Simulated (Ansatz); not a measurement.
C$_{5}$H$_{8}$OSi

The calculation's input:

```
crystal:
  periodic: [false, false, false]
  atoms:
    - {symbol: C, position_ang: [-0.785230, 0.571381, -3.016974]}
    - {symbol: C, position_ang: [0.052325, 0.750479, -1.982007]}
    - {symbol: C, position_ang: [0.387660, -0.258392, -0.964294]}
    - {symbol: C, position_ang: [1.256066, 0.107582, 0.008121]}
    - {symbol: C, position_ang: [1.725849, -0.764305, 1.131636]}
    - {symbol: O, position_ang: [0.699585, 1.942028, -1.770341]}
    - {symbol: Si, position_ang: [1.693782, 1.885684, -0.392011]}
    - {symbol: H, position_ang: [-0.976130, 1.377686, -3.726242]}
    - {symbol: H, position_ang: [-1.282734, -0.388797, -3.154527]}
    - {symbol: H, position_ang: [-0.070283, -1.251162, -1.030590]}
    - {symbol: H, position_ang: [1.473782, -0.323575, 2.111879]}
    - {symbol: H, position_ang: [2.823749, -0.878517, 1.116944]}
    - {symbol: H, position_ang: [1.279315, -1.770124, 1.086806]}
    - {symbol: H, position_ang: [3.117632, 2.141694, -0.749427]}
    - {symbol: H, position_ang: [1.272573, 2.902665, 0.612476]}
basis:
  gaussian:
    orbitals: def2-SVPD
hamiltonian:
  xc: {name: PBE0}
output: {forces: true, orbitals: {seedname: orbitals}}
```

Run with:

```sh
ansatz run input.yaml --threads 4 --pin off --max-ram 7830MiB --events-out events.jsonl --progress --plain --runs-dir runs
```

Geometry: B3LYP-D3(BJ)/def2-SVP.

Theory: isolated molecule in a Gaussian basis; Kohn-Sham density functional theory, functional PBE0 in Ansatz.

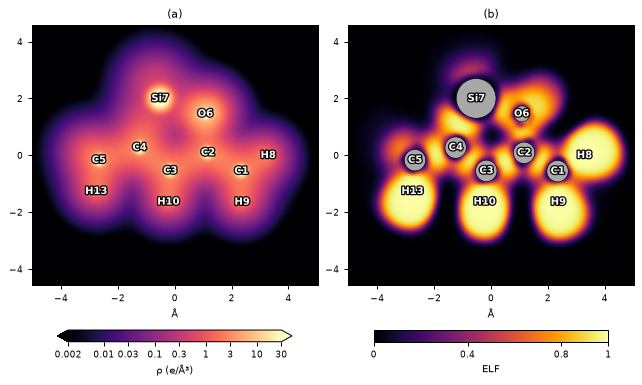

Figure 1. (a) total electron density; (b) ELF on the plane of atoms C1, C2 and O6. Grey discs cover the atomic cores in the ELF map.

Read the bonding off the picture.

Answer.
- The section cuts through C, O, Si and H sites.
- C–C (1.34 Å): ρ at the midpoint is about 2.3 e/Å³; the ELF peaks at about 0.95 between the atoms; a short, multiple covalent bond.
- C–O (1.37 Å): ρ at the midpoint is about 2.2 e/Å³, with its minimum of 1.9 e/Å³ about 0.5 Å from C; the ELF peaks at about 0.90 between the atoms (a polar covalent bond).
- Si–O (1.70 Å): ρ is about 1 e/Å³ halfway; the ELF peaks at about 0.90 between the atoms (a shared but strongly polarised pair).
- C–Si (1.87 Å): ρ at the midpoint is about 0.96 e/Å³; the ELF peaks at about 0.95 between the atoms, as expected for a shared electron pair.
- C–H (1.09 Å): the density is about 1.9 e/Å³ at the midpoint; the ELF climbs to about 1 towards the hydrogen, as it does in any bond to H: an ordinary covalent bond to hydrogen.
- The ELF also peaks beside O6, away from the bonds: lone-pair regions.

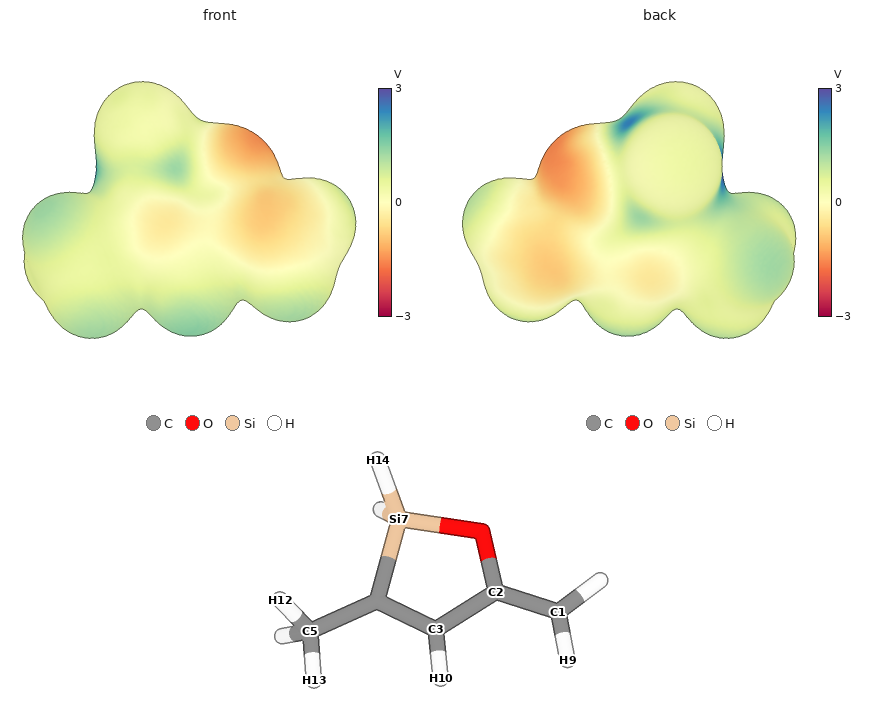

Figure 2. The electrostatic potential painted on the density surface at 0.004 e/bohr³, seen from the front and from behind; red is negative and blue positive. The bare structure is drawn below in the same view.

Where is the surface potential most negative and most positive?

Answer. The most negative region (about −1.5 V) lies over O6, the most positive (about +2.7 V) over Si7. O6 is the likeliest acceptor of a hydrogen bond.

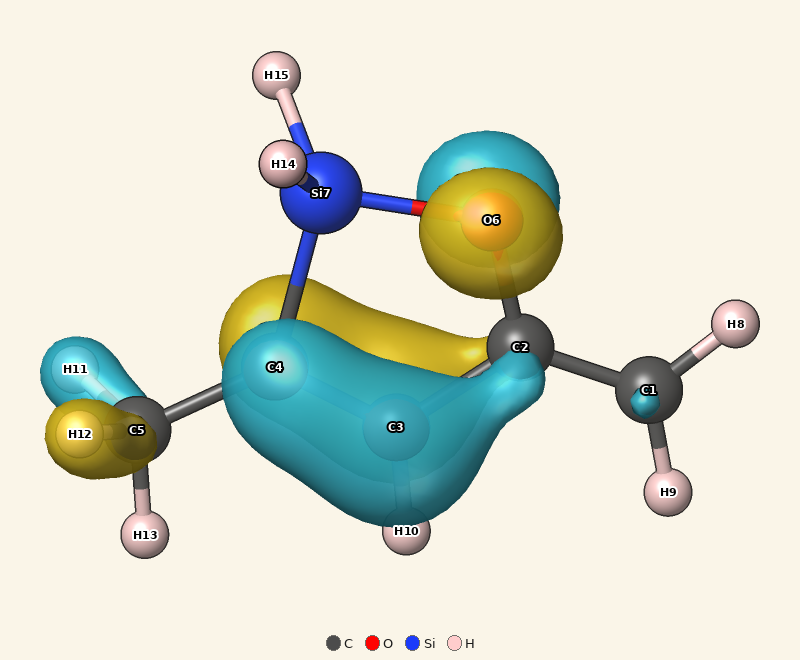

Figure 3. The HOMO−1 at ±0.15 Å⁻³ᐟ² (yellow and cyan are the two phases), seen at an oblique angle.

Describe this orbital and give its energy.

Answer. Its weight (Hirshfeld) is mainly on C3 (about 30 %), O6 (about 25 %), C4 (about 20 %) and C2 (about 5 %). Its energy is −8.21 eV.
